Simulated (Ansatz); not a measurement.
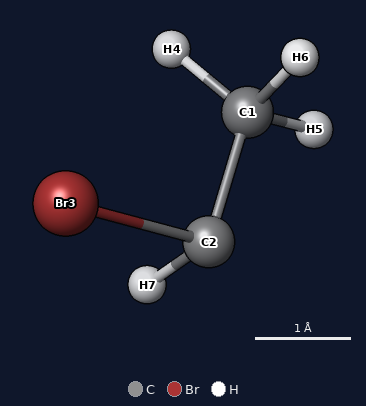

The input geometry (ball-and-stick view, seen at a tilt; atoms are numbered from 1 in the order of the input).

## C2H4Br (charge −1): single-point calculation

- system: C2H4Br, charge −1, SMILES C[CH-]Br
- method: RKS r2SCAN-D4/def2-TZVPPD (Ansatz 0.2.0)

The geometry is a minimum found at another level. The geometry comes from this level: PBE0-D4/def2-TZVPD.

The program's output:
```
Functional definition: r2SCAN
  name "r2SCAN"
  cite "Furness, Kaplan, Ning, Perdew & Sun, J. Phys. Chem. Lett. 11, 8208 (2020) doi:10.1021/acs.jpclett.0c02405"
  cite "Furness, Kaplan, Ning, Perdew & Sun, J. Phys. Chem. Lett. 11, 9248 (2020) doi:10.1021/acs.jpclett.0c03077"
  parent r2scan
  parameter k0 = 0.174
  parameter k1 = 0.065
  parameter a1 = 4.9479
  exchange = r2scan_x(k0 = k0, k1 = k1, a1 = a1)
  correlation = r2scan_c
1004 factors; their error is unknown
mean field evaluation 1: about -72178.3185 eV, gradient 4.7e1 eV
mean field evaluation 2: about -72135.0684 eV, gradient 1.0e2 eV
mean field evaluation 4: about -72183.5338 eV, gradient 8.0e0 eV
mean field evaluation 8: about -72183.7801 eV, gradient 9.7e-2 eV
mean field evaluation 16: about -72183.7548 eV, gradient 1.3e-4 eV
mean field -72183.75477789 eV, -2652.7040601813 hartree, gradient 1.4e-5 eV, S^2 0.000000; 0 other end points of the search recorded, 0 dependent functions left out
reference -72183.75479659 eV, -2652.7040608682 hartree; 26, 26 occupied and 173, 173 virtual orbitals, 1004 factors
Total energy: -72183.78494372 eV, -2652.7051687549 hartree
```

The run was set up as follows.

The input:
```yaml
crystal:
  periodic: [false, false, false]
  atoms:
    - {symbol: C, position_ang: [-0.464464, 0.435847, -0.151384]}
    - {symbol: C, position_ang: [0.935827, -0.143463, -0.182777]}
    - {symbol: Br, position_ang: [1.143242, -1.101827, 1.659228]}
    - {symbol: H, position_ang: [-1.300557, -0.251903, 0.094745]}
    - {symbol: H, position_ang: [-0.660250, 0.834170, -1.160007]}
    - {symbol: H, position_ang: [-0.539438, 1.284104, 0.540469]}
    - {symbol: H, position_ang: [0.885650, -1.056928, -0.800284]}
basis:
  gaussian: {orbitals: "def2-TZVPPD.json"}
total_charge: -1
hamiltonian: {xc: r2scan, dispersion: d4}
```

Command:
```bash
ansatz run in.yaml --threads 2 --pin off --events-out ev --progress --plain --max-ram 4352MiB
```

Summary:

| quantity | value |
| --- | --- |
| outcome | converged |
| total energy | −72183.7849 eV |
| mean-field energy | −72183.7548 eV |
| dispersion energy | −0.0301 eV |
| SCF solution under orbital rotations | stable |
| hardware | 2 threads of Arm Neoverse V1, 23 GiB of memory available, shared host |
| wall time | 6 s (CPU time 11 s) |
| peak memory | 0.23 GiB |
